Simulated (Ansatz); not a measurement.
F3H3O2Zr

Input

```
crystal:
  periodic: [false, false, false]
  atoms:
    - { symbol: Zr, position_ang: [-0.15157, -0.175856, -0.051699] }
    - { symbol: O, position_ang: [-0.265569, -0.013869, 1.965598] }
    - { symbol: H, position_ang: [-0.622728, -0.473214, 2.731176] }
    - { symbol: O, position_ang: [1.613428, -0.568059, -0.661665] }
    - { symbol: H, position_ang: [2.536497, -0.668374, -0.904082] }
    - { symbol: F, position_ang: [-0.923979, 1.347468, -0.920879] }
    - { symbol: F, position_ang: [-1.251343, -1.661507, -0.54233] }
    - { symbol: F, position_ang: [1.470959, 2.172739, 1.327784] }
    - { symbol: H, position_ang: [1.009407, 1.777273, 2.029697] }
basis:
  gaussian: { orbitals: def2-SVP }
hamiltonian:
  xc: b3lyp
  dispersion: d4
relax:
  f_tol: 0.03
  max_steps: 50
output:
  orbitals: {}
```

Command:

```sh
ansatz run input.yaml --threads 4 --pin off --max-ram 5120MiB --backend cpu --events-out ev --progress --plain --runs-dir out
```

The fields are those of the run's last geometry, not of the input's.

Core potentials replace the inner electrons of Zr.

Method: RKS B3LYP-D4/def2-SVP (Ansatz 0.2.0).

Predict the electron density and electron localisation function between the atoms.

Zr–F (1.92 Å): ρ is about 0.9 e/Å³ halfway; the ELF peaks at about 0.85 in the valence shell of F, 0.5 Å from its nucleus, and drops to about 0.20 between the two atoms.
O–H (0.96 Å): ρ is about 3.6 e/Å³ halfway; the ELF climbs to about 1 towards the hydrogen, as it does in any bond to H (a covalent bond by its length).
Zr–O (2.04 Å): the density is about 0.7 e/Å³ at the midpoint; the ELF peaks at about 0.85 in the valence shell of O, 0.6 Å from its nucleus, and drops to about 0.20 between the two atoms.
F–H (1.00 Å): the density is about 4 e/Å³ at the midpoint; the ELF climbs to about 0.95 towards the hydrogen: a covalent bond by its length.

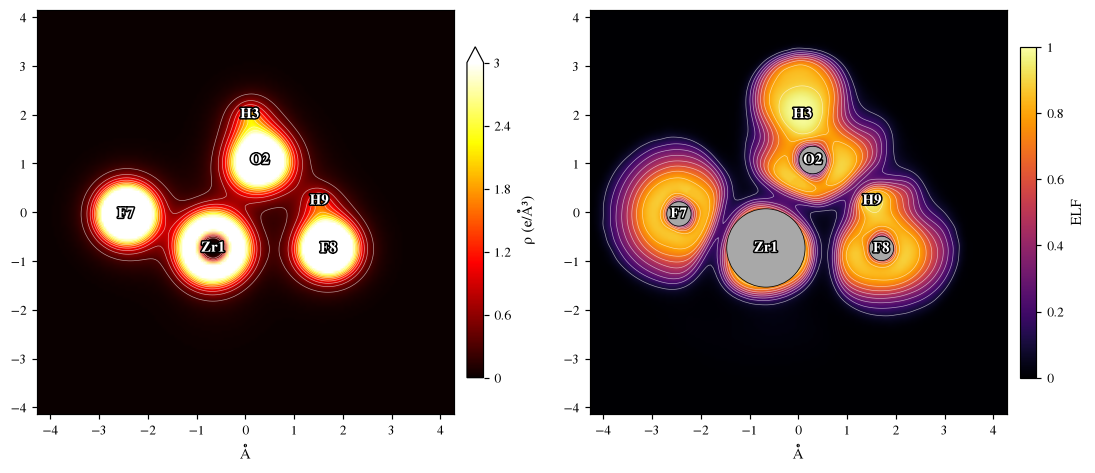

Computed electron density and electron localisation function on the plane of atoms O2, Zr1 and F7, in this order. Grey discs cover the atomic cores in the ELF map. 
